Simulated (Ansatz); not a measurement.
## Electronic structure of CH3ClF2Si (SMILES C[Si](F)(F)Cl) in real space

The calculation's input:

```
crystal:
  periodic: [false, false, false]
  atoms:
    - {symbol: C, position_ang: [-1.530597, -0.483195, 0.659725]}
    - {symbol: Cl, position_ang: [0.564848, -2.934042, 0.571688]}
    - {symbol: F, position_ang: [1.239927, -0.120014, 1.186687]}
    - {symbol: F, position_ang: [0.570843, -0.604496, -1.251998]}
    - {symbol: Si, position_ang: [0.203602, -0.947736, 0.276201]}
    - {symbol: H, position_ang: [-1.684312, 0.592713, 0.487009]}
    - {symbol: H, position_ang: [-1.764293, -0.706974, 1.710946]}
    - {symbol: H, position_ang: [-2.228428, -1.044539, 0.021230]}
basis:
  gaussian: {orbitals: def2-TZVPD}
magnetization: {spin_polarized: false}
hamiltonian: {xc: pbe0}
output: {forces: true, orbitals: {seedname: orbitals}}
```

Command:

```sh
ansatz run input.yaml --threads 1 --pin off --max-ram 2610MiB --events-out events.jsonl --progress --plain --runs-dir runs
```

Geometry: PBE0-D3(BJ)/def2-SVP.

All numbers below come from isolated molecule in a Gaussian basis; Kohn-Sham density functional theory, functional PBE0 (Ansatz 0.2.0).

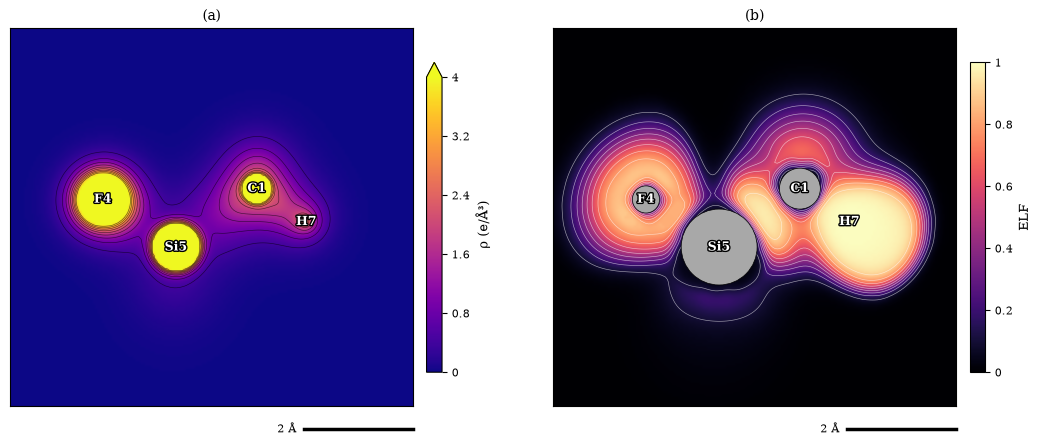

Figure 1. (a) electron density; (b) ELF on the plane of atoms Si5, C1 and H7. Grey discs cover the atomic cores in the ELF map.

Read the bonding off the picture.

- The section cuts through C, F, Si and H sites.
- Si–F (1.61 Å): the density is about 1.1 e/Å³ at the midpoint; the ELF peaks at about 0.85 in the valence shell of F, 0.6 Å from its nucleus, and is about 0.45 at the midpoint.
- C–Si (1.84 Å): ρ is about 1.1 e/Å³ halfway; the ELF peaks at about 0.95 between the atoms, as expected for a covalent bond.
- C–H (1.10 Å): ρ at the midpoint is about 1.9 e/Å³; the ELF climbs to about 1 towards the hydrogen, as it does in any bond to H; a covalent bond by its length.
- The ELF also peaks beside F4, away from the bonds: lone-pair regions.

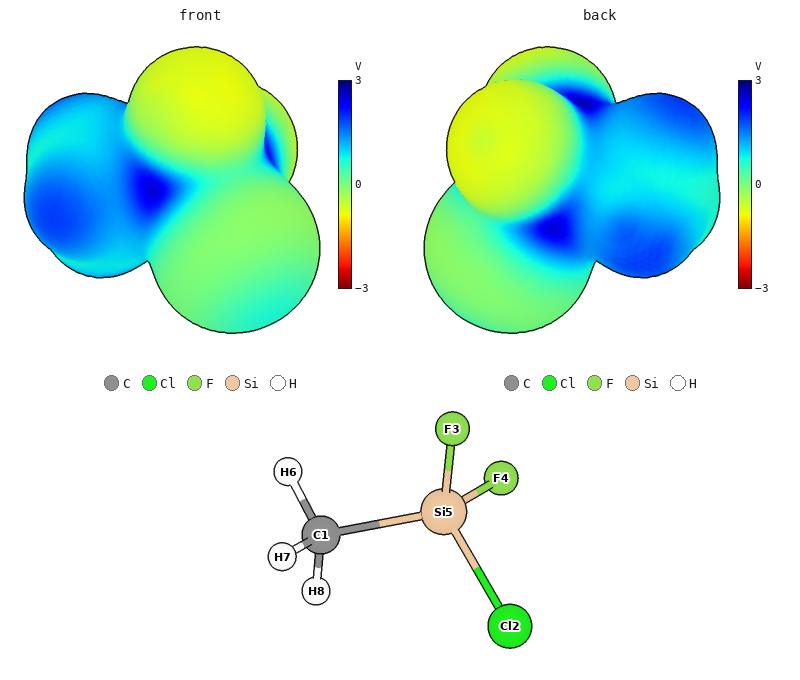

Figure 2. The molecular electrostatic potential painted on the density surface at 0.004 e/bohr³, seen from the front and from behind; the colour scale runs from red (negative) to blue (positive). The bare structure is drawn below in the same view.

Where is the surface potential most negative and most positive?

The most negative region (about −0.8 V) lies over F3 and F4, the most positive (about +2.5 V) over Si5. Cl2 shows a σ-hole: about +0.7 V at the tip opposite its bond, against about 0.0 V on its flanks.

How polar is the molecule by this calculation?

Its dipole moment is 2.43 D.

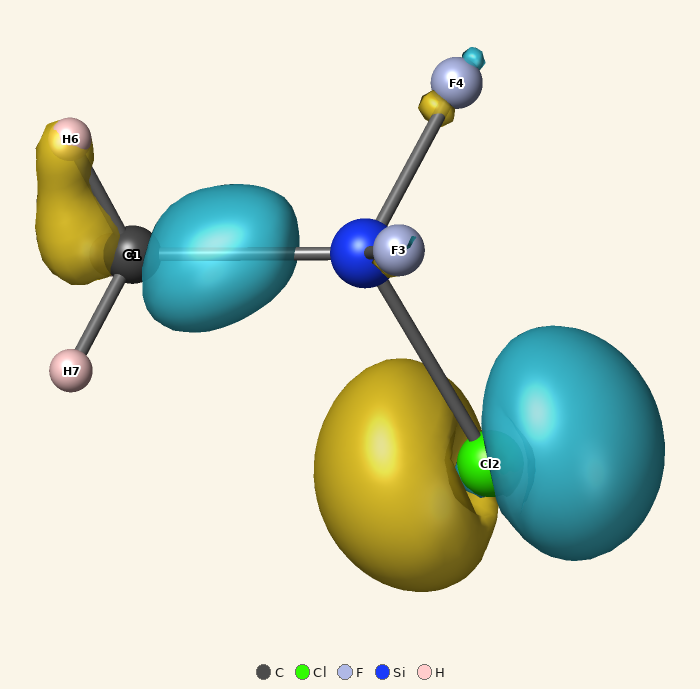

Figure 3. The HOMO at ±0.2 Å⁻³ᐟ² (yellow and cyan are the two phases), seen at a tilt.

Where does this orbital lie, and at what energy?

Its weight (Hirshfeld) is mainly on Cl2 (about 70 %), C1 (about 10 %) and Si5 (about 10 %); largely a lone pair of Cl2. Its energy is −9.71 eV.
